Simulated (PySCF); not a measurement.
**CH8Si2 (SMILES [SiH3]C[SiH3]) at 5 levels**

Aim: a comparison of 5 runs (HF/STO-3G, HF/def2-SVP, B3LYP/6-31G*, B3LYP/6-31G**, MP2/def2-TZVP) of CH8Si2. Input form: a Python script.

The calculation is run with PySCF 2.14.0.

**1. The molecule**

CH8Si2 has 11 atoms, charge 0, and is taken as a singlet. As SMILES, `[SiH3]C[SiH3]`. The shape is that of a PBE0-D4/def2-TZVP optimisation.

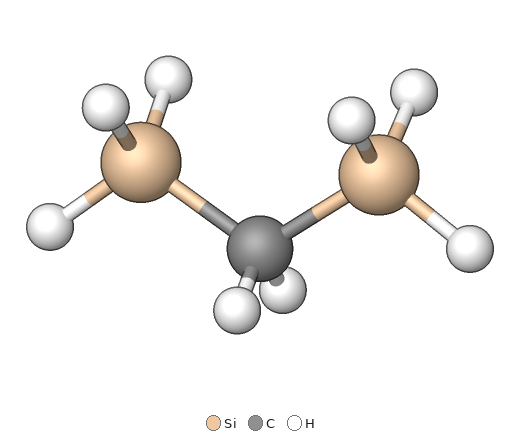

Viewed from a chosen angle; silicon light orange, carbon grey, hydrogen white.

**2. Energy and forces at HF/STO-3G (run 1)**

Input file calc.py:

```python
# [SiH3]C[SiH3]
import pyscf.grad
from pyscf import gto

system = gto.M(
    atom='''
Si      -1.158980       1.034720      -0.344660
C       -0.286340      -0.621440      -0.365590
Si       1.335180      -0.652340       0.569590
H       -2.435800       0.976800      -1.106490
H       -0.293510       2.078920      -0.955560
H       -1.463790       1.436810       1.054620
H       -0.954100      -1.377620       0.060730
H       -0.099440      -0.908830      -1.405770
H        1.110650      -0.304370       1.998260
H        2.282060       0.336720      -0.011600
H        1.964060      -1.999380       0.506460
''',
    spin=0,
    basis='sto-3g',
    verbose=4,
    max_memory=1860,
)

mf = system.RHF()
mf.conv_tol = 1e-10
mf.kernel()
if not mf.converged:
    mf = mf.newton().run(mf.mo_coeff, mf.mo_occ)

e_final = mf.e_tot
print(f'total energy: {e_final:.8f} hartree')
grad = mf.Gradients().kernel()
mf.analyze()
```

Command:

```console
$ OMP_NUM_THREADS=1 python calc.py
```

Standard output:

```text
PySCF version 2.14.0

[... 76 lines left out ...]
Nuclear Repulsion Energy =             151.529950733084775
[... 8 lines left out ...]
MO #3   energy= -10.9611347362376  occ= 2
[... 6 lines left out ...]
MO #10  energy= -3.98133504822515  occ= 2
[... 6 lines left out ...]
MO #17  energy= -0.419139252388362 occ= 2
[... 6 lines left out ...]
MO #24  energy= 0.531624789972109  occ= 0
[... 6 lines left out ...]
MO #31  energy= 0.758021795271516  occ= 0
[... 45 lines left out ...]
Dipole moment(X, Y, Z, Debye): -0.12581, -0.27316, -0.16071
```

It took 1.4 s on 1 thread of Arm Neoverse V2, shared host; peak memory 0.12 GiB.

**3. Energy and gradient at HF/def2-SVP (run 2)**

Input file job.py:

```python
# [SiH3]C[SiH3]
import pyscf.grad
from pyscf import gto, scf

mol = gto.M(
    atom='''
Si  -1.158980   1.034720  -0.344660
C   -0.286340  -0.621440  -0.365590
Si   1.335180  -0.652340   0.569590
H   -2.435800   0.976800  -1.106490
H   -0.293510   2.078920  -0.955560
H   -1.463790   1.436810   1.054620
H   -0.954100  -1.377620   0.060730
H   -0.099440  -0.908830  -1.405770
H    1.110650  -0.304370   1.998260
H    2.282060   0.336720  -0.011600
H    1.964060  -1.999380   0.506460
''',
    basis='def2-svp',
    max_memory=1860,
    spin=0,
    verbose=4,
)

hf = scf.RHF(mol)
hf.conv_tol = 1e-10
hf.kernel()
if not hf.converged:
    hf = hf.newton().run(hf.mo_coeff, hf.mo_occ)

e_tot = hf.e_tot
print('Final energy', e_tot)
grad = hf.Gradients().kernel()
dip = hf.dip_moment()
pop, q = hf.mulliken_pop()
```

Command:

```console
$ OMP_NUM_THREADS=1 python job.py
```

Standard output:

```text
PySCF version 2.14.0

[... 63 lines left out ...]
converged SCF energy = -620.179154562048
Final energy -620.1791545620482
[... 11 lines left out ...]
Dipole moment(X, Y, Z, Debye): -0.31304, -0.67947, -0.39963
[... 102 lines left out ...]
charge of   10H =     -0.14197
```

Run time: 5.1 s. Hardware: 1 thread of Arm Neoverse V2, shared host; peak memory 0.18 GiB.

Runs 3 to 4 aren't shown in full; the table further down has their settings and results.

**4. Energy and gradient at MP2/def2-TZVP (run 5)**

Input file calc.py:

```python
# [SiH3]C[SiH3]
import pyscf.grad
from pyscf import gto, mp

molecule = gto.Mole()
molecule.atom = '''
Si    -2.190155     1.955337    -0.651313
C     -0.541104    -1.174351    -0.690865
Si     2.523125    -1.232744     1.076369
H     -4.602995     1.845884    -2.090963
H     -0.554654     3.928589    -1.805747
H     -2.766162     2.715177     1.992943
H     -1.802988    -2.603325     0.114763
H     -0.187914    -1.717440    -2.656520
H      2.098824    -0.575176     3.776164
H      4.312468     0.636309    -0.021921
H      3.711535    -3.778281     0.957071
'''
molecule.unit = 'bohr'
molecule.verbose = 4
molecule.max_memory = 1860
molecule.charge = 0
molecule.basis = 'def2-tzvp'
molecule.build()

hf = molecule.RHF()
hf.conv_tol = 1e-10
hf.kernel()
if not hf.converged:
    hf = hf.newton().run(hf.mo_coeff, hf.mo_occ)

pt = mp.MP2(hf, frozen=11).run()
e_tot = pt.e_tot
print('E = %.10f Eh' % e_tot)
grad = pt.Gradients().kernel()
hf.analyze()
```

Command:

```console
$ OMP_NUM_THREADS=1 python calc.py
```

Standard output:

```text
PySCF version 2.14.0

[... 109 lines left out ...]
MO #18  energy= -0.473604453816739 occ= 2
[... 26 lines left out ...]
MO #45  energy= 0.468330870237828  occ= 0
[... 26 lines left out ...]
MO #72  energy= 1.24689421171642   occ= 0
[... 26 lines left out ...]
MO #99  energy= 2.12687097455141   occ= 0
[... 26 lines left out ...]
MO #126 energy= 2.97596914594383   occ= 0
[... 26 lines left out ...]
MO #153 energy= 23.2541020967161   occ= 0
[... 167 lines left out ...]
Dipole moment(X, Y, Z, Debye): -0.32450, -0.70434, -0.41428
```

It took 60 s on 1 thread of Arm Neoverse V2, shared host; peak memory 2 GiB.

**5. The series**

| run | level | Cartesian functions | integration grid | energy (Eh) | dipole moment (D) of the reference | HOMO energy (eV) | LUMO energy (eV) | wall time |
| --- | --- | --- | --- | --- | --- | --- | --- | --- |
| 1 | HF/STO-3G | no | – | -613.281286 | 0.34 | -9.71 | 12.98 | 1.4 s |
| 2 | HF/def2-SVP | no | – | -620.179155 | 0.85 | -11.89 | 3.84 | 5.1 s |
| 3 | B3LYP/6-31G* (Cartesian functions) | yes | 5 | -621.904968 | 0.88 | -8.45 | 0.58 | 23 s |
| 4 | B3LYP/6-31G** (spherical functions) | no | 5 | -621.910578 | 0.85 | -8.44 | 0.56 | 31 s |
| 5 | MP2/def2-TZVP | no | – | -620.844131 | 0.88 | -11.83 | 2.94 | 60 s |

**6. Results**

```
                                           quantity          value
                                run 5: total energy  -620.84413 Eh
        run 5: dipole moment (Hartree–Fock density)         0.88 D
         run 5: HOMO energy (Hartree–Fock orbitals)      -11.83 eV
         run 5: LUMO energy (Hartree–Fock orbitals)        2.94 eV
       run 5: HOMO–LUMO gap (Hartree–Fock orbitals)       14.77 eV
run 5: correlation energy (11 core orbitals frozen)     -416.0 mEh
                    run 5: largest force on an atom     0.234 eV/Å
```

**Reading.** Over runs 1, 2, 3, 4 the dipole moment (its size) runs from 0.34 D (HF/STO-3G) to 0.88 D (B3LYP/6-31G*). The two ends differ in method and basis. Over runs 1, 2, 3, 4 the HOMO–LUMO gap runs from 9.00 eV (B3LYP/6-31G**) to 22.69 eV (HF/STO-3G). In run 1 the basis is minimal, so the values are rough. All runs together took 2 min, the longest 60 s.
